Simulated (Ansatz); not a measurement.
# GaH5O2 (built from SMILES OO.[GaH3]): search for a transition state

Aim: find the saddle point of a four-centre ligand exchange that is to form Ga1–O6, H2–H5 and break Ga1–H2, H5–O6, prove it by its vibrations, and relax downhill on both sides to see what it joins.

Method: PBE0-D4, def2-SVP first, then def2-TZVP; program: Ansatz 0.2.0, Gaussian basis.

152 further runs of the same task are left out: 152 set aside as unsound or not needed. Runs told in other sessions of the task aren't counted.

### Step 1. Starting geometry

The guess: 8 atoms, charge 0, spin multiplicity 1.

Atoms are counted from 1 here; the program's logs count them from 0.

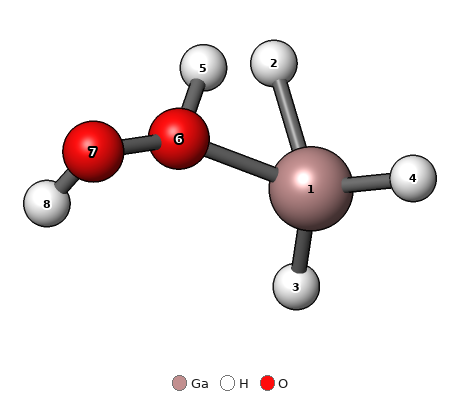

The starting geometry (gallium pink, hydrogen white, oxygen red); atoms are numbered from 1 in the order of the file.

Geometry (Å):

```csv
atom,x (Å),y (Å),z (Å)
Ga1,-0.6883,-0.0196,-0.9384
H2,-0.0338,-1.6805,-0.5264
H3,0.0903,0.6449,-2.1197
H4,-2.2405,0.0423,-0.8906
H5,0.3523,-1.1492,0.4019
O6,0.2871,0.0533,0.7096
O7,0.7278,0.8141,1.8421
H8,1.5051,1.2946,1.5215
```

Distances that are to change: Ga1–O6 1.92 Å, H2–H5 1.14 Å, Ga1–H2 1.83 Å, H5–O6 1.24 Å.

### Step 2. Relaxing the guess with the reacting distances held

hold/in.yaml

```yaml
crystal:
  periodic: [false, false, false]
  atoms:
    - {symbol: Ga, position_ang: [-0.688300, -0.019600, -0.938400]}
    - {symbol: H, position_ang: [-0.033800, -1.680500, -0.526400]}
    - {symbol: H, position_ang: [0.090300, 0.644900, -2.119700]}
    - {symbol: H, position_ang: [-2.240500, 0.042300, -0.890600]}
    - {symbol: H, position_ang: [0.352300, -1.149200, 0.401900]}
    - {symbol: O, position_ang: [0.287100, 0.053300, 0.709600]}
    - {symbol: O, position_ang: [0.727800, 0.814100, 1.842100]}
    - {symbol: H, position_ang: [1.505100, 1.294600, 1.521500]}
basis:
  gaussian: {orbitals: def2-SVP}
hamiltonian: {xc: pbe0, dispersion: d4}
relax: {f_tol: 0.04, max_steps: 150, escape_saddle: false, constraints: [{distance: [0, 5]}, {distance: [1, 4]}, {distance: [0, 1]}, {distance: [4, 5]}]}
```

Started as:

```bash
> ansatz run in.yaml --threads 4 --pin off --events-out ev --progress --plain --max-ram 9574MiB
```

Further steps of the session: A starting Hessian; Saddle search in the small basis; Saddle search in triple zeta; Vibrations at the point found; Relaxing after a step of 0.30 Å one way along the mode; Relaxing after a step of 0.30 Å the other way along the mode.

**Question.** What will these runs give? Wanted: imaginary mode; barrier from the start side; barrier from the end side; energy of the step; pairs that change; zero-point energy at the saddle.

The runs gave:

```
                       quantity                                                        value
                 imaginary mode                                                   1144i cm⁻¹
    barrier from the start side                                                  80.2 kJ/mol
      barrier from the end side                                                  81.3 kJ/mol
             energy of the step                                                  -1.1 kJ/mol
              pairs that change  Ga1–O6 tightened, H2–H5 formed, Ga1–H2 broken, H5–O6 broken
zero-point energy at the saddle                                                     1.220 eV
```

The point has a single imaginary mode (1144i cm⁻¹), as a transition state must. Going downhill both ways gives the intended start and end. At PBE0-D4/def2-TZVP the electronic barrier is 80.2 kJ/mol, about 32 kT at 298 K, and the step runs 1.1 kJ/mol downhill. The barrier is thin enough for tunnelling; the leading (Wigner) term alone is a factor of 2.3 at 298 K. A step off the saddle overshot and began above it in energy, so the link to its end is likely but not proven. The ends are the nearest minima, not always the lowest complexes.
